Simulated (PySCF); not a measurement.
**NMR shielding calculation, with input and output: CH9NOSi2**

- system: CH9NOSi2
- method: GIAO PBE0/pcSseg-1 NMR shielding, non-relativistic, gas phase (PySCF 2.14.0)

The geometry comes from this level: GFN2-xTB. It belongs to a series of runs on one base structure; here: constitutional isomer. Figures and captions count atoms from 1; the log counts them from 0 in places.

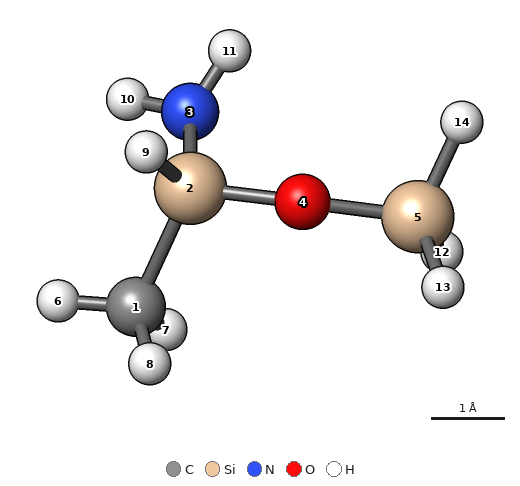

Figure 1. The structure (ball-and-stick view, seen at a tilt; atoms are numbered from 1 in the order of the input).

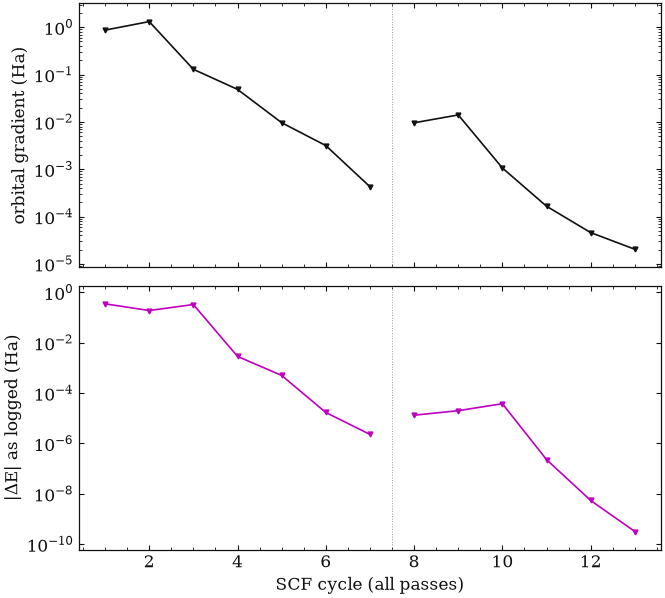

Figure 2. Convergence of the self-consistent field: orbital gradient and size of the energy change against the SCF cycle. The dotted line marks the change from a coarse to the final integration grid. The first 7 cycles use a coarse grid, the final grid takes over at cycle 8, and the field converges after 13 cycles in all.

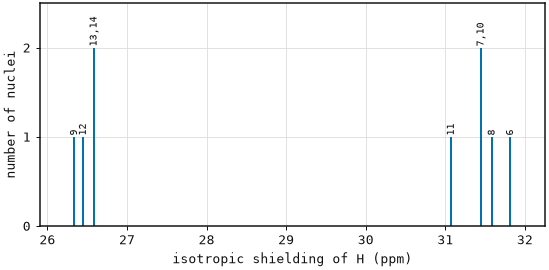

Figure 3. Isotropic shieldings of the hydrogen nuclei in this fixed geometry, labelled by atom number; shielding grows to the right, so chemical shift grows to the left. The least shielded is H9 (26.3 ppm), the most shielded H6 (31.8 ppm).

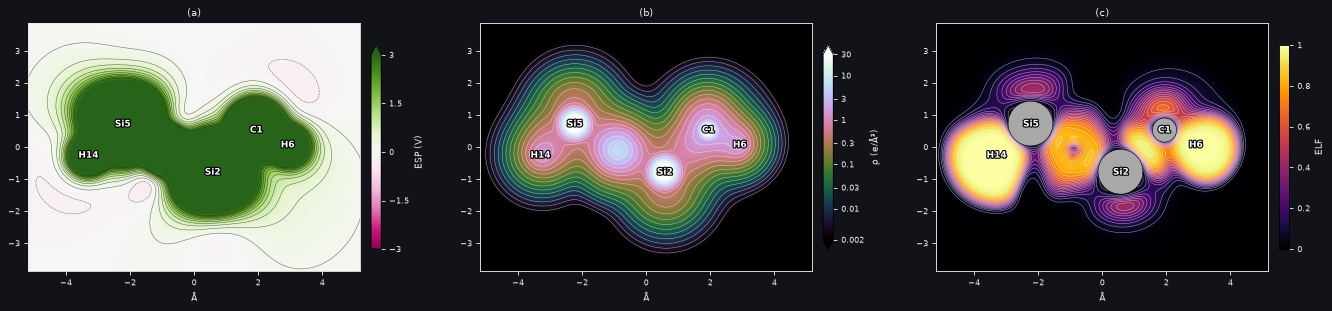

Figure 4. (a) electrostatic potential; (b) total electron density; (c) ELF on the plane of atoms Si2, C1 and H6. Grey discs, where drawn, cover atomic cores. Si–H (1.46 Å): ρ is about 0.82 e/Å³ halfway; the ELF climbs to about 1 towards the hydrogen.

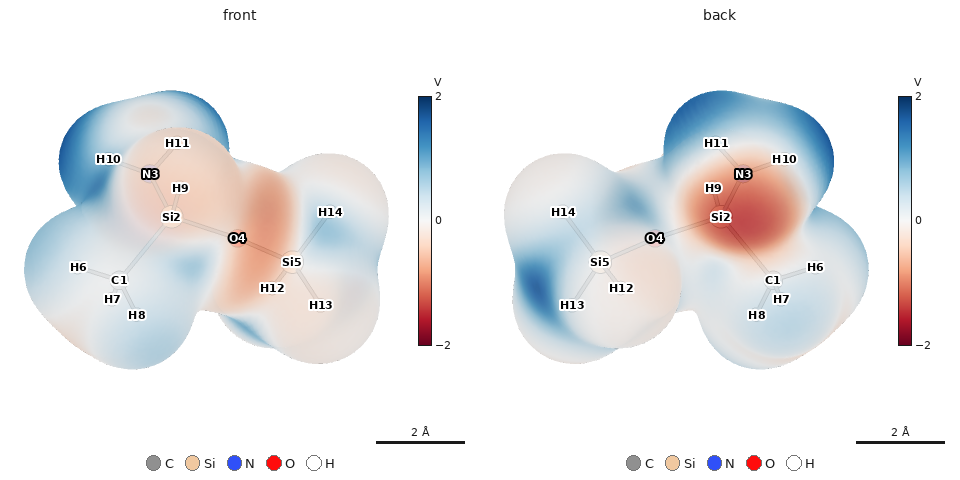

Figure 5. The molecular electrostatic potential painted on the density surface at 0.002 e/bohr³, seen at a tilt and from behind; red is negative and blue positive.

The input and output of the run follow.

**Input**
```
{"job": {"kind": "nmr", "xc": "PBE0", "basis": "pcSseg-1"}, "charge": 0, "multiplicity": 1}
C     -1.796580    -0.906999     0.036336
Si    -0.581867     0.200900     0.973777
N     -0.721066     1.782691     0.302977
O      0.953108    -0.275674     0.739295
Si     2.370731    -0.491441     0.000854
H     -2.821124    -0.710615     0.335988
H     -1.729175    -0.748132    -1.035833
H     -1.594542    -1.955782     0.228846
H     -0.718072     0.081785     2.430825
H     -1.624470     2.223807     0.266713
H     -0.012382     2.462706     0.526093
H      2.221441    -0.289079    -1.440507
H      2.760976    -1.864700     0.316634
H      3.292343     0.490060     0.575860
```

The first line tells a small driver script what to run in PySCF; the rest is the geometry in Å.

Launched with:
```bash
OMP_NUM_THREADS=1 python <driver script> task.json out
```

**The program's output**
```
coarse grid: 12064 points
cycle   1  E = -751.9349465790  dE =  3.501e-01  |g| = 8.694e-01  |ddm| = 3.283e+00
cycle   2  E = -751.7450018456  dE =  1.899e-01  |g| = 1.317e+00  |ddm| = 1.675e+00
cycle   3  E = -752.0729983182  dE = -3.280e-01  |g| = 1.293e-01  |ddm| = 1.168e+00
cycle   4  E = -752.0758622951  dE = -2.864e-03  |g| = 4.870e-02  |ddm| = 1.213e-01
cycle   5  E = -752.0763639756  dE = -5.017e-04  |g| = 9.633e-03  |ddm| = 4.498e-02
cycle   6  E = -752.0763809149  dE = -1.694e-05  |g| = 3.168e-03  |ddm| = 1.031e-02
cycle   7  E = -752.0763832018  dE = -2.287e-06  |g| = 4.280e-04  |ddm| = 2.698e-03
final grid: 105608 points
cycle   8  E = -752.1111488838  dE = -1.320e-05  |g| = 9.590e-03  |ddm| = 1.568e-02
cycle   9  E = -752.1111288578  dE =  2.003e-05  |g| = 1.406e-02  |ddm| = 1.603e-02
cycle  10  E = -752.1111666263  dE = -3.777e-05  |g| = 1.065e-03  |ddm| = 9.866e-03
cycle  11  E = -752.1111668542  dE = -2.279e-07  |g| = 1.657e-04  |ddm| = 8.839e-04
cycle  12  E = -752.1111668596  dE = -5.436e-09  |g| = 4.598e-05  |ddm| = 1.685e-04
cycle  13  E = -752.1111668599  dE = -3.176e-10  |g| = 2.043e-05  |ddm| = 4.509e-05
converged SCF energy = -752.1111668599

GIAO shielding tensors (ppm)
atom      isotropic    diamagn.    paramagn.     s11        s22        s33       span
  0 C      185.430     256.361     -70.931    178.514    181.214    196.562     18.049
  1 Si     370.071     880.285    -510.213    335.461    380.813    393.940     58.479
  2 N      240.038     318.118     -78.081    204.832    252.646    262.634     57.802
  3 O      306.497     399.343     -92.846    252.649    315.471    351.372     98.723
  4 Si     396.574     880.132    -483.558    359.582    364.206    465.934    106.352
  5 H       31.818      30.070       1.748     27.786     29.044     38.622     10.836
  6 H       31.441      33.216      -1.775     27.684     29.277     37.361      9.677
  7 H       31.587      31.596      -0.009     27.399     29.156     38.205     10.806
  8 H       26.339      29.171      -2.832     23.092     24.144     31.780      8.689
  9 H       31.454      31.022       0.432     24.546     27.354     42.463     17.917
 10 H       31.074      31.644      -0.570     24.000     27.524     41.699     17.700
 11 H       26.450      30.479      -4.029     22.961     25.184     31.205      8.244
 12 H       26.585      29.234      -2.649     23.014     24.905     31.835      8.821
 13 H       26.586      29.211      -2.626     23.002     24.955     31.801      8.799
```

**Summary**

| quantity | value |
| --- | --- |
| outcome | converged |
| total energy | −752.111167 hartree |
| HOMO | −7.35 eV |
| LUMO | 0.55 eV |
| dipole moment | 1.28 D |
| isotropic shielding, C | 185.4 ppm |
| isotropic shielding, Si | 370.1 to 396.6 ppm |
| isotropic shielding, N | 240.0 ppm |
| isotropic shielding, O | 306.5 ppm |
| isotropic shielding, H | 26.3 to 31.8 ppm |
| hardware | 1 CPU thread, shared host |
| wall time | 20 s |
| peak memory | 0.67 GiB |
